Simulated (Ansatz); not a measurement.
# Heat carried by phonons in ZnSe (Stilleite, F-43m), part 2 of 3

Aim: the lattice thermal conductivity of ZnSe (Stilleite) against temperature, and which phonons carry it.

Measurements to reproduce:
- thermal conductivity 19 W/m/K near room temperature (given in “Combining the AFLOW GIBBS and Elastic Libraries to efficiently and robustly screen thermo-mechanical properties of solids”, 2017, arXiv:1611.05714)

Ansatz 0.2.0; DFT LDA, scalar-relativistic, plane waves, PAW; PAW set soft_1.

So far. Step 2 (A first coarse run): The start is under -3.4 GPa at this level and looks like an insulator or semiconductor on this mesh. Step 4 (Tight relaxation): The residual pressure is -0.0024 GPa, small enough for phonons. The relaxed cell has a = 5.567 Å (conventional setting).

### Step 5. Third-order constants and the Boltzmann equation

The supercell must be wider than twice the pair cutoff, and the number of displaced cells grows with the pairs inside it, which is where the cost lies.

input.yaml

```yaml
crystal:
  lattice:
    - [0.0, 2.7836755404, 2.7836755404]
    - [2.7836755404, 0.0, 2.7836755404]
    - [2.7836755404, 2.7836755404, 0.0]
  atoms:
    - { symbol: Zn, position: [0.0, 0.0, 0.0] }
    - { symbol: Se, position: [0.25, 0.25, 0.25] }
kpoints:
  mp_grid: { grid: [12, 12, 12] }
hamiltonian:
  xc: lda
  pseudopotentials: { kind: paw, azcp: { folder: soft_1 }, xc_functional: pbe }
scf:
  occupations: { method: fixed }
  lower_state_search: "off"
output:
  eigenvalues: true
phonons:
  method: fd
  dielectric: true
  qmesh: [6, 6, 6]
  temperatures: { t_max: 1000, t_step: 50 }
  qpath:
    path:
      - [[0.0, 0.0, 0.0], [0.5, 0.0, 0.5], [0.5, 0.25, 0.75], [0.375, 0.375, 0.75], [0.0, 0.0, 0.0], [0.5, 0.5, 0.5], [0.625, 0.25, 0.625], [0.5, 0.25, 0.75], [0.5, 0.5, 0.5], [0.375, 0.375, 0.75]]
      - [[0.625, 0.25, 0.625], [0.5, 0.0, 0.5]]
    npoints: 10
  third_order: { supercell: [3, 3, 3], pair_cutoff: 4.766 }
  lattice_thermal_conductivity:
    qmesh: [19, 19, 19]
    temperatures: [100.0, 150.0, 200.0, 300.0, 400.0, 500.0, 600.0, 800.0]
    isotope_mass_variance:
      - { species: Se, variance: 0.0004628 }
      - { species: Zn, variance: 0.0005982 }
```

Command:

```bash
> ansatz run input.yaml --threads 18 --pin off --max-ram 92160MiB --backend cuda --events-out ev --progress --plain --runs-dir out --max-vram 78GiB
```

Numbers of over 12 decimals in the logs are rounded to 6 here.

The program printed:

```text
Warning: phonons: the dynamical matrix that this run interpolates holds no multipole term above the dipole-dipole one, and a site of this crystal is no centre of inversion, so its interpolated transverse optical and acoustic branches and sound speeds can stay off near Gamma, and the density of states and the thermodynamics with them. What a run solves at a wave vector of phonons.qpoints, Gamma apart, where the deck admits one, is free of this, and under fd what a larger phonons.supercell samples
Warning: phonons.dielectric: true without phonons.rigid_motions: the static dielectric tensor ε⁰ will be withheld (ε∞, Z* and the rows of modes are given); for a crystal or a slab, whose only rigid motions are the translations, set phonons.rigid_motions: translations
Warning: phonons.third_order: as it is cut ahead of every solve, the batch solves 125 displaced supercells where 101 would do. It runs under 24 of the 648 operations that the crystal's space group holds on the batch's supercell: the run's FFT boxes carry no more. The force constants lose no accuracy. For the smaller batch, try basis.xc_grid above 1 where it is 1, a denser FFT box (accuracy: high where it is lower, or a larger basis.ecutrho_ratio), or the same crystal shifted so that one of its atoms lies at the cell's origin: each can bring back operations that the batch needs, and none is sure to; [rest of the remark cut]
[...]
Crystal: 12 atoms, lattice volume = 258.843 Å³
Basis set: ecut = 420 eV, 5057 PW (Γ), FFT grids on a1, a1+a2, 2a1+a3
Bands: 101, of which v1, the nominal top of the filled ones, is band 84 counted from 1 (83 counted from 0)
Symmetry: 12 space group operations
k-points: 94 of 288 (time reversal used)
[...]
SCF iter   1: F=—  HF=-51785.168985 eV  |F-HF|=—  |Δ(HF+E_count)|=         —  Δρ=6.59e-8  dr2=4.94e-12  ethr=1.00e-12  ⟨swp⟩=3.0  Hψ=24440  notcnv=0
[...]
SCF iter   2: F=-51785.168985 eV  HF=-51785.168985 eV  |F-HF|=1.46e-11  |Δ(HF+E_count)|=  7.28e-12  Δρ=1.54e-8  dr2=3.16e-13  ethr=1.00e-12  ⟨swp⟩=4.0  Hψ=28600  notcnv=0
SCF 1 converged in 2 iterations: F = -51785.168985 eV  dr2 = 3.16e-13
[...]
Crystal: 2 atoms, lattice volume = 43.141 Å³
Basis set: ecut = 420 eV, 869 PW (Γ), exchange–correlation on 54×54×54 points (8 copies of the dense FFT grid, shifted against one another)
Bands: 18, of which v1, the nominal top of the filled ones, is band 14 counted from 1 (13 counted from 0)
Symmetry: 24 space group operations
[...]
SCF 2 converged in 3 iterations: F = -8630.861499 eV  dr2 = 5.05e-11
[...]
symmetry images taken by strict's conditions (phonons.symmetry_images: auto; settled by no image being taken that strict refuses); asymmetry of the core-correction force 1.4e-7 eV/Å at the most on a site, 1.4e-6 eV/Å summed over every site of the supercell
  q = [0.0000, 0.0000, 0.0000] (star 1, supercell 1; hermiticity 9.54e-17, symmetrization 5.07e-7): -0.00 -0.00 0.00 217.80 217.80 217.80
[...]
joined force constants: q→R imaginary residual 5.19e-19
  density of states and harmonic sums: on the 24×24×24 q-mesh, interpolated from the force constants of a 6×6×6 supercell (with the dipole–dipole term)
  largest difference from the sums on the solved wave vectors: F 4.08e-3 eV, S 5.26e-6 and C_V 1.18e-6 eV/K
  zero-point energy: 0.059450 eV/cell   skipped modes (ω ≤ 0): 3   left out of the sums: 3.62e-5 of the cell's modes: C_V's classical limit lies that fraction below 3 k_B per atom; for a crystal, a wire or a layer, F and S can be off by more, and a phonons.interpolated_qmesh denser along its periods is the remedy for the sampling
--- Third-order force constants: 148 member SCFs in a 3×3×3 supercell (pair cutoff 4.766 Å, amplitude 0.03 Å, SCF threshold 1.00e-9 eV, Σ member SCF iterations 1332) ---
[...]
sum-rule residual: 2.698e-1 → 1.609e-14 eV/Å³; symmetrization residual: 1.276e-2 eV/Å³; largest sum-rule correction relative to its orbit: 3.365e-1, on the orbit of the block of home site 0 with site 1 of cell (-1, -1, 0) and site 1 of cell (-1, -1, 0), whose norm before the correction was 1.423e-1 eV/Å³
--- Lattice thermal conductivity: 19×19×19 mesh (220 irreducible points), tetrahedron method ---
  three-phonon and isotope scattering only; four-phonon, boundary and, in a metal, phonon-electron scattering are left out
  each conductivity is what the modes' populations carry and what the coherences between them add
  conductivity (a third of the tensor's trace), W/(m K), in the relaxation-time approximation and from the full solution:
       T (K)   relaxation time   full solution  iterations             ending  least Ritz value
      100.00           87.6449         89.4348           6          converged          8.235e-1
      150.00           52.9073         54.5204           6          converged          7.975e-1
      200.00           38.5104         39.8875           6          converged          7.839e-1
      300.00           25.3798         26.4195           7          converged          7.669e-1
      400.00           19.0843         19.9148           7          converged          7.575e-1
      500.00           15.3416         16.0322           7          converged          7.512e-1
      600.00           12.8481         13.4391           7          converged          7.465e-1
      800.00            9.7225         10.1812           7          converged          7.400e-1
```

Run time: 26 min. Hardware: 1 × NVIDIA GB200 with 18 threads of Arm Neoverse V2, shared host; peak memory 4.2 GiB.

Numbers from this step:

| Quantity | Value |
| --- | --- |
| Γ frequencies | 0, 0, 0, 217.8, 217.8, 217.8 cm⁻¹ (negative: imaginary) |
| lowest frequency on the path | 0 cm⁻¹ |
| zero-point energy | 0.05945 eV/cell |
| point group | -43m |
| highest frequency | 252.8 cm⁻¹ |
| Debye temperature from the second moment | 324 K |
| κ at 300 K (relaxation time) | 25.38 W/m/K |
| κ at 300 K (full solution) | 26.42 W/m/K |
| dipole term | run |
| mean free path at half of κ | 219 nm |
| share of κ above the three lowest branches | 0.027 |
| third-order blocks | 842 |
| periodic aliases dropped | 168 |
| largest relative sum-rule correction | 0.3365 |
| displaced cells, third order | 148 |

LO-TO term included. The phonon branches at the labelled points (cm⁻¹):

| point | branch 1 | branch 2 | branch 3 | branch 4 | branch 5 | branch 6 |
| --- | --- | --- | --- | --- | --- | --- |
| Γ | 0 | 0 | 0 | 218 | 218 | 253 |
| X | 70 | 70 | 200 | 205 | 223 | 223 |
| W | 84 | 94 | 185 | 186 | 225 | 234 |
| K | 70 | 94 | 184 | 197 | 221 | 234 |
| Γ | 0 | 0 | 0 | 218 | 218 | 253 |
| L | 54 | 54 | 175 | 220 | 220 | 221 |
| U | 70 | 94 | 184 | 197 | 221 | 234 |
| W | 84 | 94 | 185 | 186 | 225 | 234 |
| L | 54 | 54 | 175 | 220 | 220 | 221 |
| K | 70 | 94 | 184 | 197 | 221 | 234 |
| jump to U | 70 | 94 | 184 | 197 | 221 | 234 |
| X | 70 | 70 | 200 | 205 | 223 | 223 |

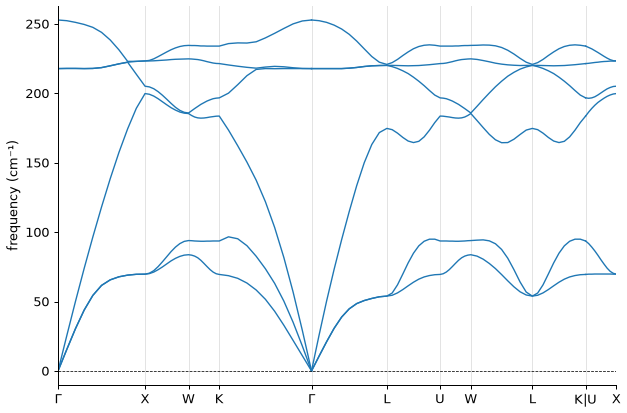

Phonon branches along the path.

W/m/K. Kappa, by row:

| T (K) | RTA xx | RTA yy | RTA zz | full xx | full yy | full zz | coherence part xx | coherence part yy | coherence part zz | ending | iterations | least Ritz value |
| --- | --- | --- | --- | --- | --- | --- | --- | --- | --- | --- | --- | --- |
| 100 | 87.64 | 87.64 | 87.64 | 89.43 | 89.43 | 89.43 | 0.01231 | 0.01231 | 0.01231 | converged | 6 | 0.823 |
| 150 | 52.91 | 52.91 | 52.91 | 54.52 | 54.52 | 54.52 | 0.021 | 0.021 | 0.021 | converged | 6 | 0.798 |
| 200 | 38.51 | 38.51 | 38.51 | 39.89 | 39.89 | 39.89 | 0.028 | 0.028 | 0.028 | converged | 6 | 0.784 |
| 300 | 25.38 | 25.38 | 25.38 | 26.42 | 26.42 | 26.42 | 0.0394 | 0.0394 | 0.0394 | converged | 7 | 0.767 |
| 400 | 19.08 | 19.08 | 19.08 | 19.91 | 19.91 | 19.91 | 0.04901 | 0.04901 | 0.04901 | converged | 7 | 0.758 |
| 500 | 15.34 | 15.34 | 15.34 | 16.03 | 16.03 | 16.03 | 0.05752 | 0.05752 | 0.05752 | converged | 7 | 0.751 |
| 600 | 12.85 | 12.85 | 12.85 | 13.44 | 13.44 | 13.44 | 0.06516 | 0.06516 | 0.06516 | converged | 7 | 0.746 |
| 800 | 9.723 | 9.723 | 9.723 | 10.18 | 10.18 | 10.18 | 0.07841 | 0.07841 | 0.07841 | converged | 7 | 0.74 |

Lattice thermal conductivity against temperature:

| temperature (K) | RTA xx (W/m/K) | full xx (W/m/K) |
| --- | --- | --- |
| 100 | 87.6 | 89.4 |
| 150 | 52.9 | 54.5 |
| 200 | 38.5 | 39.9 |
| 300 | 25.4 | 26.4 |
| 400 | 19.1 | 19.9 |
| 500 | 15.3 | 16.0 |
| 600 | 12.8 | 13.4 |
| 800 | 9.72 | 10.2 |

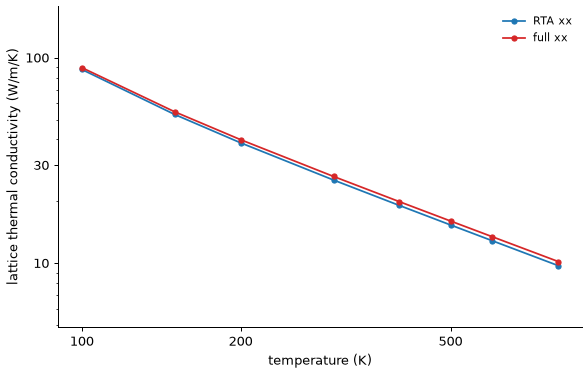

Lattice thermal conductivity against temperature.

The modes has structure finer than the step of the table below, so its rows give means over 20 cm⁻¹, whole bins alone (the curve runs from -10 to 270 cm⁻¹). Peaks (cm⁻¹: height): Se 69.2: 0.0312, 220.5: 0.115, 232.8: 0.0588; Zn 69.2: 0.0403, 164.2: 0.0160, 218.7: 0.105, 234.5: 0.0366.

Phonopy on the run's constants, 17x17x17 mesh, Gaussian sigma 2.0 cm⁻¹. Modes against wavenumber; means over each step; values in 1/cm⁻¹/cell:

| wavenumber (cm⁻¹) | Se | Zn |
| --- | --- | --- |
| 0 | 2.9e-5 | 2.5e-5 |
| 20 | 7.7e-4 | 6.6e-4 |
| 40 | 0.00362 | 0.00343 |
| 60 | 0.0192 | 0.0222 |
| 80 | 0.0171 | 0.0245 |
| 100 | 0.00532 | 0.00786 |
| 120 | 0.00224 | 0.00209 |
| 140 | 0.00434 | 0.00428 |
| 160 | 0.00993 | 0.0109 |
| 180 | 0.00568 | 0.00494 |
| 200 | 0.00815 | 0.00870 |
| 220 | 0.0497 | 0.0432 |
| 240 | 0.0233 | 0.0166 |

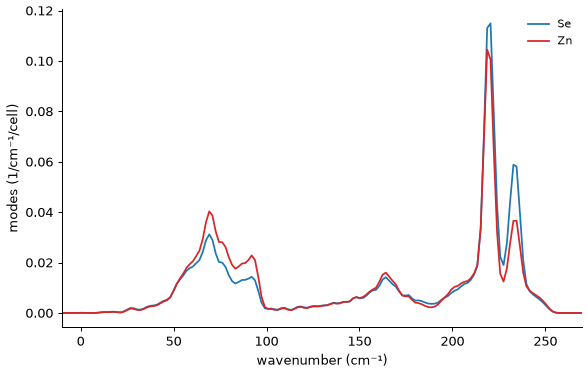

Modes, plotted against wavenumber.

Distinct triplets, nearest first. Third order norms, by row:

| sites | side 1 (Å) | side 2 (Å) | side 3 (Å) | norm of the 27 components (eV/Å³) |
| --- | --- | --- | --- | --- |
| Zn-Zn-Zn | 0 | 0 | 0 | 56.14 |
| Se-Se-Se | 0 | 0 | 0 | 60.12 |
| Zn-Se-Se | 0 | 2.41 | 2.41 | 24.46 |
| Zn-Se-Zn | 0 | 2.41 | 2.41 | 24.66 |
| Zn-Zn-Se | 2.41 | 2.41 | 3.94 | 0.548 |
| Zn-Se-Se | 2.41 | 2.41 | 3.94 | 0.573 |
| Zn-Zn-Zn | 0 | 3.94 | 3.94 | 0.413 |
| Zn-Zn-Zn | 3.94 | 3.94 | 3.94 | 0.077 |
| Zn-Zn-Zn | 3.94 | 3.94 | 3.94 | 0.025 |
| Se-Se-Se | 0 | 3.94 | 3.94 | 1.26 |
| Se-Se-Se | 3.94 | 3.94 | 3.94 | 0.033 |
| Se-Se-Se | 3.94 | 3.94 | 3.94 | 0.141 |
| Zn-Se-Zn | 2.41 | 3.94 | 4.62 | 0.098 |
| Zn-Se-Se | 2.41 | 3.94 | 4.62 | 0.087 |
| Zn-Se-Se | 0 | 4.62 | 4.62 | 0.124 |
| Zn-Se-Se | 3.94 | 4.62 | 4.62 | 0.014 |
| Zn-Se-Se | 3.94 | 4.62 | 4.62 | 0.033 |
| Zn-Se-Zn | 3.94 | 4.62 | 4.62 | 0.012 |
| Zn-Se-Zn | 0 | 4.62 | 4.62 | 0.082 |

Born charge (rows field, columns displacement) (e), principal values of the symmetric part by kind of site:

| atom | atoms with these values | low | middle | high | mean |
| --- | --- | --- | --- | --- | --- |
| Zn1 | 1 | 1.97 | 1.97 | 1.97 | 1.97 |
| Se2 | 1 | -1.97 | -1.97 | -1.97 | -1.97 |

In full for Se2:

```
-1.97  0.00  0.00
 0.00 -1.97  0.00
 0.00  0.00 -1.97
```

RTA, 300 K. Kappa by branch, by row:

| branch (by rank) | mean frequency (THz) | mean rms speed (km/s) | median lifetime (ps) | share of kappa |
| --- | --- | --- | --- | --- |
| 1 | 1.9 | 0.96 | 15.3 | 0.289 |
| 2 | 2.3 | 1.35 | 16.7 | 0.294 |
| 3 | 4.53 | 2.09 | 2.26 | 0.39 |
| 4 | 6.37 | 0.72 | 3.83 | 0.024 |
| 5 | 6.61 | 0.16 | 1.44 | 0 |
| 6 | 7.03 | 0.51 | 1.98 | 0.003 |

Table of spectral kappa at 300 K by frequency; read off at these points; values in W/m/K/THz:

| frequency (THz) | relaxation time (W/m/K/THz) | full solution (W/m/K/THz) |
| --- | --- | --- |
| 0.10 | 0 | 0 |
| 0.50 | 3.97 | 3.97 |
| 0.70 | 12.8 | 12.9 |
| 0.90 | 10.3 | 10.4 |
| 1.30 | 15.7 | 16.1 |
| 1.50 | 14.6 | 15.0 |
| 1.90 | 8.88 | 9.40 |
| 2.30 | 5.51 | 5.95 |
| 2.70 | 3.73 | 3.85 |
| 3.10 | 2.22 | 2.11 |
| 3.50 | 2.33 | 2.2 |
| 4.10 | 0.415 | 0.500 |
| 4.50 | 0.202 | 0.292 |
| 4.90 | 0.317 | 0.432 |
| 5.30 | 0.484 | 0.692 |
| 5.70 | 0.605 | 0.796 |
| 6.10 | 1.07 | 1.29 |
| 6.70 | 0.0530 | -0.0159 |
| 7.10 | 0.112 | 0.176 |
| 7.50 | 0.00817 | 0.0294 |

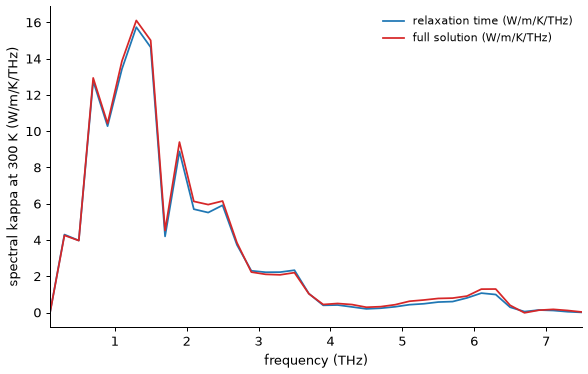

Spectral kappa at 300 K against frequency.

Relaxation-time solution. Table of share of κ carried by shorter paths by mean free path:

| mean free path (nm) | 100 K | 300 K | 800 K |
| --- | --- | --- | --- |
| 0.464 | 0 | 0 | 0.001 |
| 1 | 0 | 0.001 | 0.007 |
| 1.47 | 0 | 0.002 | 0.012 |
| 3.16 | 0 | 0.009 | 0.03 |
| 4.64 | 0.001 | 0.014 | 0.057 |
| 10 | 0.005 | 0.04 | 0.155 |
| 21.5 | 0.015 | 0.124 | 0.288 |
| 31.6 | 0.027 | 0.168 | 0.347 |
| 68.1 | 0.084 | 0.295 | 0.468 |
| 100 | 0.126 | 0.366 | 0.549 |
| 215 | 0.226 | 0.497 | 0.754 |
| 316 | 0.307 | 0.568 | 0.827 |
| 681 | 0.394 | 0.764 | 0.967 |
| 1470 | 0.509 | 0.867 | 1 |
| 2150 | 0.688 | 0.964 | 1 |
| 4640 | 0.779 | 1 | 1 |
| 6810 | 0.9 | 1 | 1 |
| 14700 | 1 | 1 | 1 |

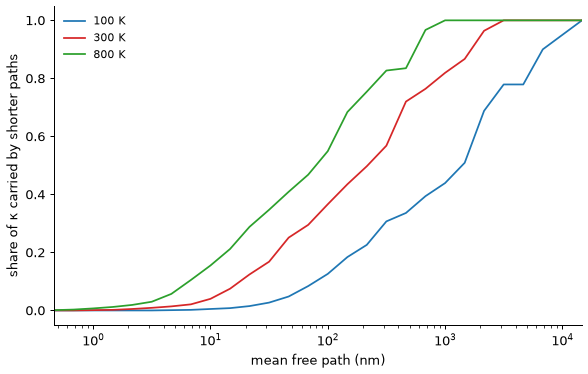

Share of κ carried by shorter paths against mean free path.

[end of part 2 of 3]

[Logs are printed without paths, hosts, clocks, repeated set-up lines and the standing remarks that a program may print on its own settings, such as how far it seeks lower states.]

[Hosts, paths, dates, database ids (printed as entryN), source tags and the programs' standing remarks are cut or masked in the printed files.]

[A step with changed settings may run another functional than the one named; its input shows which.]
